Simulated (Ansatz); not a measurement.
# Single-point calculation of BF₄ (charge −1)

The run: single-point calculation of BF₄, charge −1. Method and program: RKS PBE0-D4/def2-TZVPPD (Ansatz 0.2.0).

The geometry is a complex of two molecules. The geometry comes from this level: PBE0-D4/def2-TZVPD.

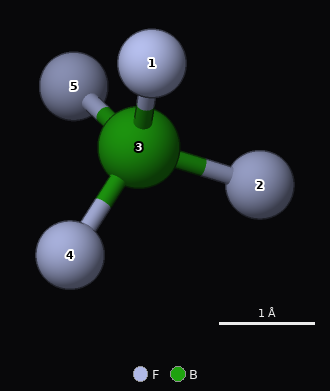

**Figure 1.** The input geometry (ball-and-stick view, seen at a tilt; atoms are numbered from 1 in the order of the input). Bond lengths as drawn: B–F 1.41 Å.

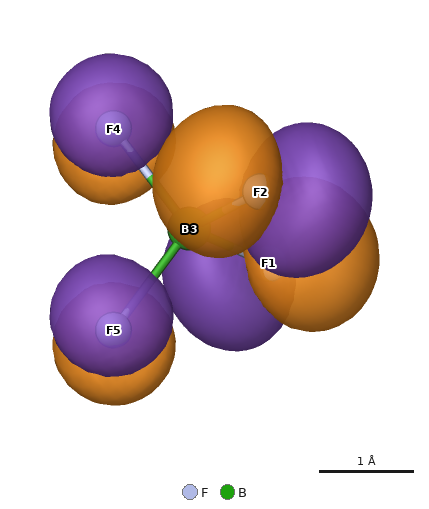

**Figure 2.** The HOMO at ±0.1 Å⁻³ᐟ² (orange and purple are the two phases), seen at a tilt. Its energy is −4.76 eV.

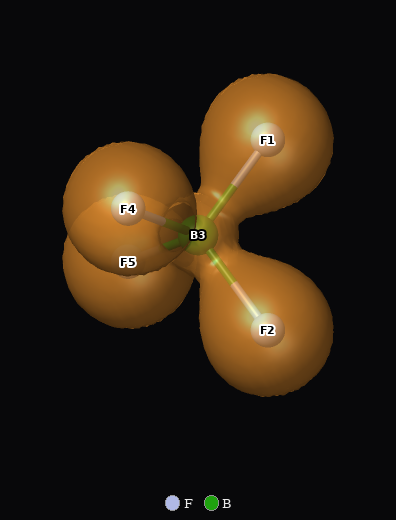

**Figure 3.** Isosurface of the electron density at 0.8 e/Å³ (orange), seen from the side. At this value the surface is in one piece. On the grid the lowest density along these lines, outside the cores, is 1.2 e/Å³ (B–F, 1.41 Å).

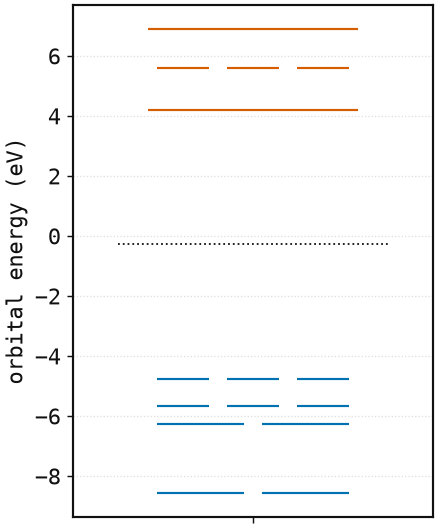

**Figure 4.** Orbital energies near the frontier; the dotted line parts filled from empty levels, and levels within 0.02 eV of each other stand side by side. Highest filled −4.76 eV, lowest empty 4.21 eV, 8.97 eV apart.

The input that produced these results follows, with the program's output.

**Input file**
```yaml
crystal:
  periodic: [false, false, false]
  atoms:
    - {symbol: F, position_ang: [-0.071453, 0.109232, -1.399746]}
    - {symbol: F, position_ang: [0.582750, 1.163595, 0.531680]}
    - {symbol: B, position_ang: [0.000018, -0.000021, -0.000020]}
    - {symbol: F, position_ang: [-1.294757, -0.157385, 0.524446]}
    - {symbol: F, position_ang: [0.783541, -1.115519, 0.343539]}
basis:
  gaussian: {orbitals: "def2-TZVPPD.json"}
total_charge: -1
hamiltonian: {xc: pbe0, dispersion: d4}
output: {orbitals: {seedname: orbitals}}
```

Launched with:
```bash
ansatz run in.yaml --threads 4 --pin off --events-out ev --progress --plain --max-ram 9574MiB
```

**Output**
```
Functional definition: PBE0
  name "PBE0"
  cite "Adamo & Barone, J. Chem. Phys. 110, 6158 (1999) doi:10.1063/1.478522"
  cite "Perdew, Burke & Ernzerhof, Phys. Rev. Lett. 77, 3865 (1996) doi:10.1103/PhysRevLett.77.3865"
  parent pbe
  parameter a = 0.25
  parameter kappa = 0.804
  parameter beta = 0.06672455060314922
  exchange = (1 - a)*pbe_x(kappa = kappa, mu = beta*pi^2/3) + a*exact_x
  correlation = pbe_c(beta = beta)
953 factors; their error is unknown
mean field evaluation 1: about -11545.7613 eV, gradient 1.7e1 eV
mean field evaluation 2: about -11545.6725 eV, gradient 2.1e1 eV
mean field evaluation 4: about -11546.2112 eV, gradient 4.7e-1 eV
mean field evaluation 8: about -11546.2420 eV, gradient 1.8e-3 eV
mean field -11546.24195694 eV, -424.3165655936 hartree, gradient 8.4e-5 eV, S^2 0.000000; 0 other end points of the search recorded, 0 dependent functions left out
reference -11546.24199791 eV, -424.3165670993 hartree; 21, 21 occupied and 176, 176 virtual orbitals, 953 factors
Total energy: -11546.29916575 eV, -424.3186679787 hartree
```

**Results in brief**

| quantity | value |
| --- | --- |
| outcome | converged |
| total energy | −11546.2992 eV |
| mean-field energy | −11546.2420 eV |
| dispersion energy | −0.0572 eV |
| SCF solution under orbital rotations | stable |
| HOMO | −4.76 eV |
| LUMO | 4.21 eV |
| hardware | 4 threads of Arm Neoverse V1, 23 GiB of memory available, shared host |
| wall time | 1.9 s (CPU time 6.1 s) |
| peak memory | 0.39 GiB |
